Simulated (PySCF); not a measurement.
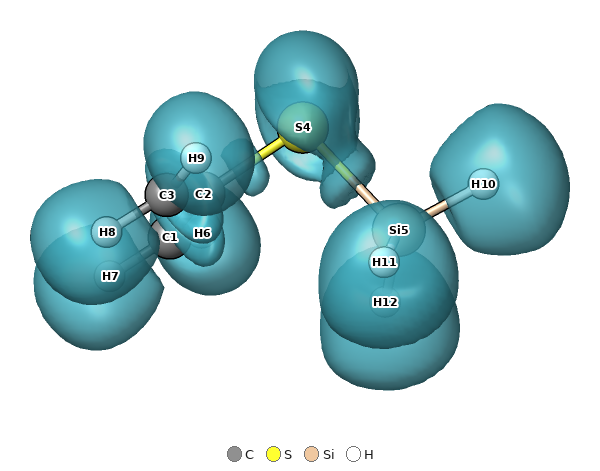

C₃H₇SSi (SMILES [CH2]C(=C)S[SiH3]) (doublet). Isosurface of the ELF at 0.8 (cyan), seen from one side. Core shells and regions of very low density are left out.

Geometry: GFN2-xTB.

These are results of UKS B3LYP, pcH-1 on C H S Si, non-relativistic, mean-field spin-orbit, GIAO in PySCF, not measurements.

```xyz
12

C    -1.6600   -0.7233    0.0854
C    -0.8213    0.2690   -0.3536
C    -0.9138    1.5926   -0.0068
S     0.4892   -0.1991   -1.5007
Si    1.9925   -0.6710   -0.0514
H    -1.5392   -1.7400   -0.2385
H    -2.4767   -0.4947    0.7471
H    -1.6905    1.9315    0.6560
H    -0.2317    2.3213   -0.4027
H     3.1220   -1.0740   -0.8682
H     2.2496    0.5266    0.7403
H     1.4811   -1.7396    0.7995
```

Identify the bonds, lone pairs and shells in this picture.

Answer. The surface consists of two regions between bonded C–C atoms (shared pairs), one region between bonded C–S atoms (shared pairs), seven regions around hydrogen nuclei and one region on S in which the atom's valence shell and bonds are merged. Profiles from the grid: C–C (1.37 Å): the ELF peaks at about 0.95 between the atoms (localised, covalent bonding). C–S (1.80 Å): the ELF peaks at about 0.90 between the atoms, as expected for a covalent bond.
